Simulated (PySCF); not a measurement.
**TaH₆ (charge −1): single-point calculation**

TaH₆, charge −1, multiplicity 13, computed with UKS PBE0, Ta def2-SVP with ECP60, H def2-SVP; non-relativistic Hamiltonian with a scalar-relativistic core potential; density fitting (PySCF 2.14.0).

Some settings of this run were made unusual or wrong on purpose.

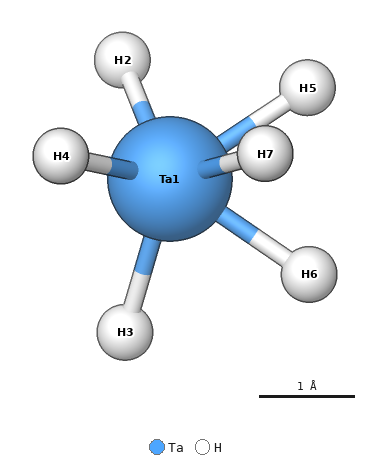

**Figure 1.** The structure as given in the input (ball-and-stick view, seen at a tilt; atoms are numbered from 1 in the order of the input). Sticks mark near contacts.

## Input
```python
mol = gto.M(atom='''
Ta    -0.00000    -0.00000     0.10710
H      1.68097    -0.00000     0.84024
H     -0.84048     1.45576     0.84024
H     -0.84049    -1.45576     0.84024
H      1.15304    -0.00000    -1.24506
H     -0.57652     0.99857    -1.24506
H     -0.57652    -0.99856    -1.24506''',
    basis={'Ta': 'def2-SVP', 'H': 'def2-SVP'},
    ecp={'Ta': 'def2-SVP'},
    charge=-1, spin=12)
mf = dft.UKS(mol, xc='PBE0')
mf.grids.atom_grid = (50, 194)  # f atoms: at least (60, 302), unpruned
mf = mf.density_fit()  # Ta def2-universal-JKFIT, H def2-universal-JKFIT
mf.conv_tol = 1e-08; mf.max_cycle = 56
mf.kernel(dm0)
```

The script is an equivalent of the set-up of the self-consistent field. The run itself was carried out by a driver, which started from the orbitals of the step before it where there was one and computed the further properties.

Run as:
```bash
OMP_NUM_THREADS=2 python <driver script>
```

## Output
```
init E= -56.4963317907152
cycle= 1 E= -57.7356957676725  delta_E= -1.24  |g|= 1.47  |ddm|=  6.7
cycle= 2 E= -56.8721018206568  delta_E= 0.864  |g|= 1.79  |ddm|= 21.3
cycle= 3 E= -59.3321116543606  delta_E= -2.46  |g|= 0.224  |ddm|= 17.1
cycle= 4 E= -59.369252331677  delta_E= -0.0371  |g|= 0.172  |ddm|= 4.58
cycle= 5 E= -59.3853439610565  delta_E= -0.0161  |g|= 0.032  |ddm|= 0.743
cycle= 6 E= -59.3863354376095  delta_E= -0.000991  |g|= 0.0135  |ddm|= 0.654
cycle= 7 E= -59.3866843795792  delta_E= -0.000349  |g|= 0.0035  |ddm|= 0.608
cycle= 8 E= -59.3867349799147  delta_E= -5.06e-05  |g|= 0.00207  |ddm|= 0.213
cycle= 9 E= -59.3867672266031  delta_E= -3.22e-05  |g|= 0.000419  |ddm|= 0.307
cycle= 10 E= -59.3867683033959  delta_E= -1.08e-06  |g|= 0.000147  |ddm|= 0.0424
cycle= 11 E= -59.3867685126967  delta_E= -2.09e-07  |g|= 3.7e-05  |ddm|= 0.0227
cycle= 12 E= -59.3867685252731  delta_E= -1.26e-08  |g|= 1.15e-05  |ddm|= 0.00283
cycle= 13 E= -59.3867685267116  delta_E= -1.44e-09  |g|= 1.72e-06  |ddm|= 0.00118
```

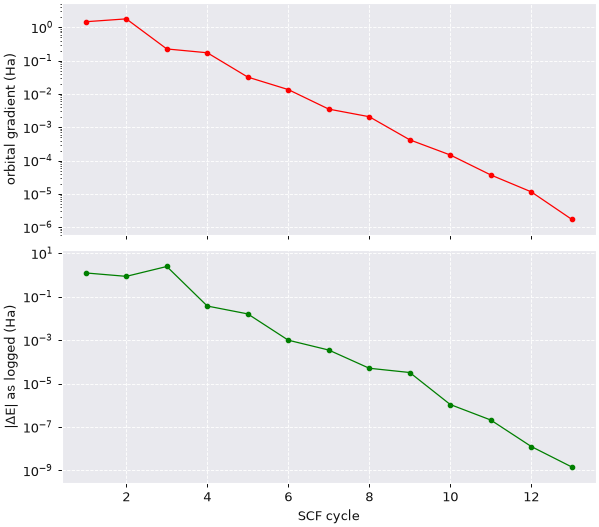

**Figure 2.** Convergence of the self-consistent field: orbital gradient and size of the energy change against the SCF cycle. The residual falls almost steadily, with no more than small rises.

```
Extra cycle  E= -59.3867685267251  delta_E= -1.35e-11  |g|= 1.24e-06  |ddm|= 7.69e-05
converged SCF energy = -59.3867685267251  <S^2> = 42.000584  2S+1 = 13.00009
```

## What the run reported

```tsv
quantity	value
outcome	converged
total energy	−59.386769 hartree
⟨S²⟩	42.001
largest force (length of the vector)	8.356 eV/Å
hardware	2 threads of Arm Neoverse V1, 24 GiB of memory available, shared host
wall time	1.9 s (CPU time 3.8 s)
peak memory	1.8 GiB
```

## Diagnosis

Some settings of this run were drawn to be unusual or wrong. It converged; results that depend on the unusual settings are not reference values. The highest filled orbital lies above zero: either the extra electron isn't bound at this level, or the self-interaction error of the functional lifts the level.
